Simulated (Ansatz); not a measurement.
# H3O+ (oxonium): revPBE/3-21G

What is the energy change on altering one bond length of H3O+ (oxonium) at revPBE/3-21G? 

Program for the calculation: Ansatz 0.2.0.

**1. The molecule**

The species is H3O+ (4 atoms), meant as a singlet with charge +1. As SMILES, `[OH3+]`. The shape is that of a PBE0-D4/def2-TZVP optimisation.

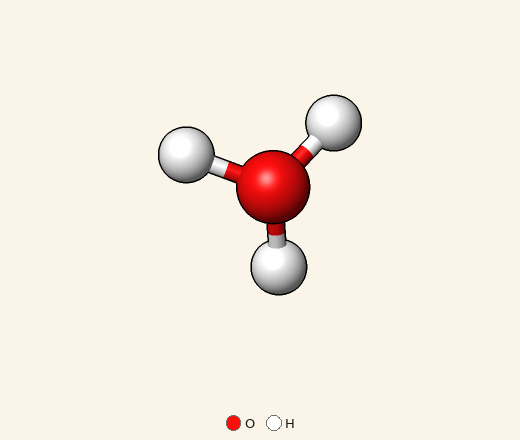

Viewed from a chosen angle; oxygen red, hydrogen white.

**2. The energy at revPBE/3-21G**

Contents of run.yaml:

```yaml
crystal:
  periodic: [false, false, false]
  atoms:
    - {symbol: O, position_ang: [0.181970, -0.056700, -0.052760]}
    - {symbol: H, position_ang: [0.219060, 0.918440, 0.015140]}
    - {symbol: H, position_ang: [-0.408890, -0.368290, -0.767380]}
    - {symbol: H, position_ang: [0.007860, -0.493450, 0.805020]}
basis:
  gaussian:
    orbitals: 3-21G.json
total_charge: 1
hamiltonian:
  xc: {name: revPBE}
accuracy: high
```

The basis set 3-21G is read from a file made from the Basis Set Exchange's data (not shown).

Started as:

```console
$ ansatz run run.yaml --threads 1 --pin off --max-ram 3480MiB --events-out events.jsonl --progress --plain --runs-dir runs
```

Log:

```text
Warning: RAYON_NUM_THREADS=1 ignored (pool sized by the plan → 1); use --threads N
Functional definition: revPBE
  name "revPBE"
  parameter kappa = 1.245
  parameter beta = 0.06672455060314922
  exchange = pbe_x(kappa = kappa, mu = beta*pi^2/3)
  correlation = pbe_c(beta = beta)
234 factors; integrals over basis functions are off by at most 4.1e-9 eV
mean field evaluation 1: about -2062.5393 eV, gradient 9.3e1 eV
mean field evaluation 2: about -2048.8514 eV, gradient 1.2e2 eV
mean field evaluation 4: about -2074.8738 eV, gradient 2.8e-1 eV
mean field evaluation 8: about -2074.8609 eV, gradient 1.4e-3 eV
mean field evaluation 16: about -2074.8609 eV, gradient 1.7e-8 eV
mean field -2074.86092281 eV, -76.2497325220 hartree, gradient 1.7e-8 eV, S^2 0.000000; 0 other end points of the search recorded, 0 dependent functions left out
reference -2074.86092439 eV, -76.2497325802 hartree; 5, 5 occupied and 10, 10 virtual orbitals, 234 factors
Total energy: -2074.86092439 eV, -76.2497325802 hartree
```

Wall time 0.38 s (1 thread of Arm Neoverse V2, shared host).

**3. The distorted shape, same level**

Contents of run.yaml:

```yaml
crystal:
  periodic: [false, false, false]
  atoms:
    - {symbol: O, position_ang: [0.225491, 0.052472, -0.267175]}
    - {symbol: H, position_ang: [0.262581, 1.027612, -0.199275]}
    - {symbol: H, position_ang: [-0.365369, -0.259118, -0.981795]}
    - {symbol: H, position_ang: [0.007860, -0.493450, 0.805020]}
basis:
  gaussian: {orbitals: 3-21G.json}
total_charge: 1
hamiltonian: {xc: {name: revPBE}}
accuracy: high
```

The basis set 3-21G is read from a file made from the Basis Set Exchange's data (not shown).

Started as:

```console
$ ansatz run run.yaml --threads 1 --pin off --max-ram 3480MiB --events-out events.jsonl --progress --plain --runs-dir runs
```

Log, cut to the lines that bear on the results:

```text
Warning: RAYON_NUM_THREADS=1 ignored (pool sized by the plan → 1); use --threads N
[... 6 set-up lines as earlier in the session ...]
233 factors; integrals over basis functions are off by at most 4.5e-9 eV
mean field evaluation 1: about -2060.3706 eV, gradient 9.6e1 eV
mean field evaluation 2: about -2031.7249 eV, gradient 1.4e2 eV
mean field evaluation 4: about -2074.3120 eV, gradient 1.5e0 eV
mean field evaluation 8: about -2074.3106 eV, gradient 4.0e-2 eV
mean field evaluation 16: about -2074.3106 eV, gradient 1.5e-7 eV
mean field -2074.31059340 eV, -76.2295082891 hartree, gradient 1.3e-8 eV, S^2 0.000000; 0 other end points of the search recorded, 0 dependent functions left out
reference -2074.31059504 eV, -76.2295083496 hartree; 5, 5 occupied and 10, 10 virtual orbitals, 233 factors
Total energy: -2074.31059504 eV, -76.2295083496 hartree
```

Run time: 0.38 s. Hardware: 1 thread of Arm Neoverse V2, shared host.

**4. Outcome**

Level: revPBE/3-21G.

| quantity | value |
| --- | --- |
| first shape: total energy | -76.24973 Eh |
| distorted shape: total energy | -76.22951 Eh |
| energy change with the O1–H4 bond stretched from 0.978 to 1.223 Å | 0.550 eV |

**Reading.** With the O1–H4 bond stretched from 0.978 to 1.223 Å the energy rises by 0.55 eV (53.1 kJ/mol). The first shape isn't relaxed at this level, so the change isn't measured from a minimum.
